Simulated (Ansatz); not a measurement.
**How far to go with the k-point mesh: Ag (Fm-3m, 1 atom in the cell)**

```yaml
crystal:
  lattice:
    - [0.00000, 2.05523, 2.05523]
    - [2.05523, 0.00000, 2.05523]
    - [2.05523, 2.05523, 0.00000]
  atoms:
    - { symbol: Ag, position: [0.00000, 0.00000, 0.00000] }
```

Computed with PBE (plane waves, PAW; Ansatz, a first-principles code).

Base settings: basis.ecutwfc = 420 eV; kpoints.mp_grid.grid = 14 14 14; hamiltonian.xc = pbe; hamiltonian.pseudopotentials = {kind: paw} (the program's default PAW files); scf.occupations.method = fermi_dirac; scf.occupations.width = 0.1 eV.

The second cell is the first with its lattice scaled by 0.98.

Only quantities that move along the ladder and can be compared are tabulated.

The count of work is k-points × plane waves × bands × iterations; it is no time. 

The starting cell has typed, rounded lattice constants, without a prior relaxation at this level. Its lattice was rescaled by up to half a per cent. Ansatz's pressure includes its estimate of the finite-basis (Pulay) stress.

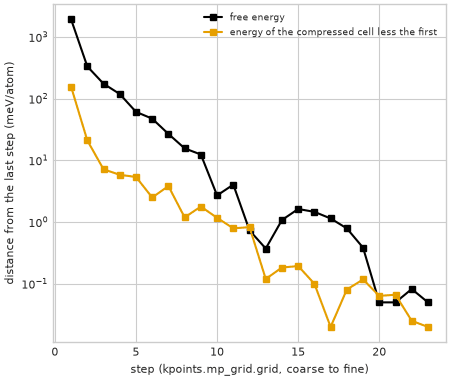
*Distance from the last step along the ladder; very small values are drawn at a floor.*

```tsv
kpoints.mp_grid.grid	free energy less the last step's (meV/atom)	energy of the compressed cell less the first (meV/atom)	pressure (GPa)	count of work / last
2 2 2	1929.49	196.29	24.65	0.0013
3 3 3	-333.05	18.85	-0.47	0.0017
4 4 4	174.88	47.06	3.61	0.0035
5 5 5	-119.05	34.04	1.78	0.0043
6 6 6	61.22	45.28	3.48	0.0070
7 7 7	-47.46	37.38	2.30	0.0087
8 8 8	26.86	43.72	3.23	0.013
9 9 9	-15.67	38.69	2.48	0.015
10 10 10	12.45	41.67	2.95	0.020
11 11 11	-2.71	38.71	2.54	0.024
12 12 12	4.05	40.68	2.83	0.031
13 13 13	0.73	39.06	2.59	0.037
14 14 14	0.37	40.01	2.72	0.045
16 16 16	-1.08	40.07	2.71	0.063
18 18 18	-1.63	40.08	2.70	0.085
20 20 20	-1.46	39.99	2.69	0.11
22 22 22	-1.15	39.88	2.68	0.14
24 24 24	-0.79	39.81	2.67	0.18
27 27 27	0.38	40.00	2.71	0.24
30 30 30	-0.02	39.82	2.68	0.33
33 33 33	-0.05	39.95	2.69	0.42
37 37 37	-0.08	39.91	2.69	0.58
41 41 41	-0.04	39.89	2.69	0.77
45 45 45	0.00	39.89	2.69	1.0
```

Coarsest kpoints.mp_grid.grid that holds the energy of the compressed cell less the first within 0.5 meV/atom of the last step, with all finer ones: 14 14 14, at 0.045 of the last step's count of work; the step before is off by 0.83 meV/atom.

Coarsest kpoints.mp_grid.grid that holds the pressure within 0.05 GPa of the last step, with all finer ones: 14 14 14, at 0.045 of the last step's count of work; the step before is off by 0.10 GPa.

Coarsest kpoints.mp_grid.grid that holds the free energy within 1 meV/atom of the last step, with all finer ones: 24 24 24, at 0.18 of the last step's count of work; the step before is off by 1.1 meV/atom.

The energy difference between the two cells stays within 1 meV/atom of the last step's from 12 12 12 on, the total only from 24 24 24 on: much of the error is common to both cells and cancels.

Keys are those of Ansatz 0.2.
